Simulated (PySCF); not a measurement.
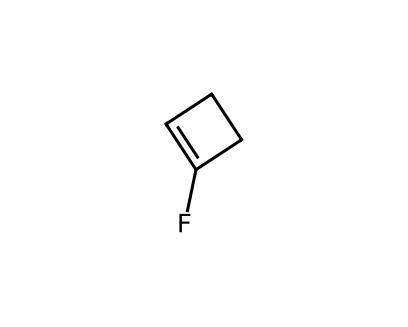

2D structure.

Transcribe the drawing into SMILES.

Answer. FC1=CCC1

What is the molecular formula?

Answer. C4H5F.

An optimisation with PBE0-D3(BJ)/def2-SVP gave a structure of which point group?

Answer. Cs.

The parts below concern this one geometry. Atoms keep their numbers from picture to picture. Computed geometry: PBE0-D3(BJ)/def2-SVP optimisation. No frequency run is at hand to confirm it as a minimum.

**Shape**

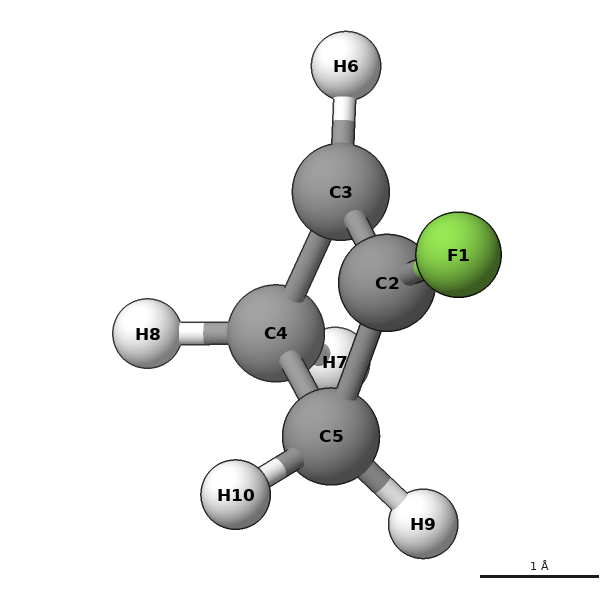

No frequency run is at hand to confirm it as a minimum.

Give these bond angles: F1–C2–C3, F1–C2–C5, C3–C2–C5, C2–C3–C4, C2–C3–H6, C4–C3–H6, C3–C4–C5, C3–C4–H7, C5–C4–H7, C2–C5–C4, C2–C5–H9, C4–C5–H9.

```
   angle  degrees
F1–C2–C3    133.8
F1–C2–C5    128.9
C3–C2–C5     97.3
C2–C3–C4     91.3
C2–C3–H6    135.0
C4–C3–H6    133.7
C3–C4–C5     87.5
C3–C4–H7    115.6
C5–C4–H7    114.0
C2–C5–C4     83.9
C2–C5–H9    116.0
C4–C5–H9    115.3
```

**Levels of theory compared**

No frequency run is at hand to confirm it as a minimum. Program: PySCF 2.14.0.

Compare HOMO–LUMO gap (eV), HOMO energy (eV) at these levels: B3LYP/pcSseg-2; B97-D/pcSseg-2; BLYP/pcSseg-2; BP86/pcSseg-2; KT2/pcSseg-2; KT3/pcSseg-2; LDA/pcSseg-2; OPBE/pcSseg-2; PBE/pcSseg-2.

```csv
level,HOMO–LUMO gap (eV),HOMO energy (eV)
B3LYP/pcSseg-2,7.18,−6.88
B97-D/pcSseg-2,5.51,−5.86
BLYP/pcSseg-2,5.42,−5.77
BP86/pcSseg-2,5.47,−5.99
KT2/pcSseg-2,5.52,−5.92
KT3/pcSseg-2,5.55,−5.95
LDA/pcSseg-2,5.41,−6.06
OPBE/pcSseg-2,5.55,−5.88
PBE/pcSseg-2,5.46,−5.90
```

**Ring current**

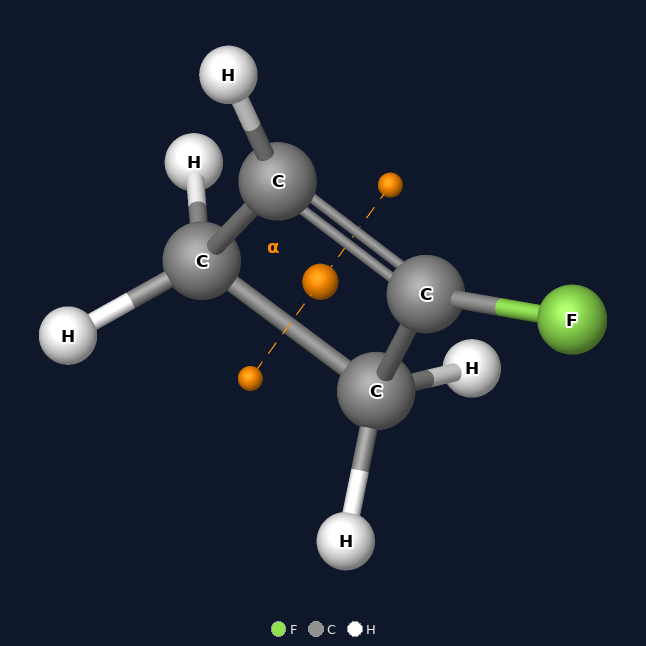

The small points mark where nucleus-independent chemical shifts (NICS) were computed: at the centre of each lettered ring and 1 Å above and below it. No frequency run is at hand to confirm it as a minimum. Method: GIAO BLYP/pcSseg-2 NMR shielding, non-relativistic, gas phase (PySCF 2.14.0).

Give NICS(0), NICS(1) and the out-of-plane component NICS(1)zz for each ring (means of the two sides).

```tsv
ring	members	NICS(0)	NICS(1)	NICS(1)zz
α	C4	−8.4	−2.8	−3.4
```

Values in ppm.

**NMR shielding**

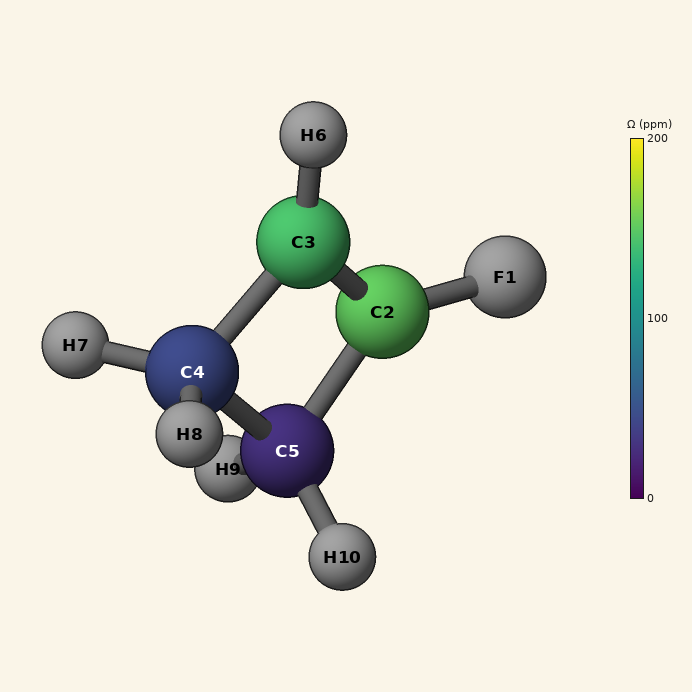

The C atoms are coloured by the span of their shielding tensor. No frequency run is at hand to confirm it as a minimum. Properties computed with GIAO LDA/pcSseg-2 NMR shielding, non-relativistic, gas phase (PySCF 2.14.0). Principal shieldings σ11 ≤ σ22 ≤ σ33, span Ω = σ33 − σ11, skew κ = 3(σiso − σ22)/Ω.

Give the shielding tensors of the C atoms.

```csv
atom,σ11,σ22,σ33,σiso,Ω,κ
C2,−83.5,51.9,68.1,12.2,151.6,−0.79
C3,−19.1,97.5,124.1,67.5,143.3,−0.63
C4,137.9,158.8,183.2,160.0,45.3,0.08
C5,127.9,146.2,156.7,143.6,28.8,−0.27
```

Shieldings and span in ppm.
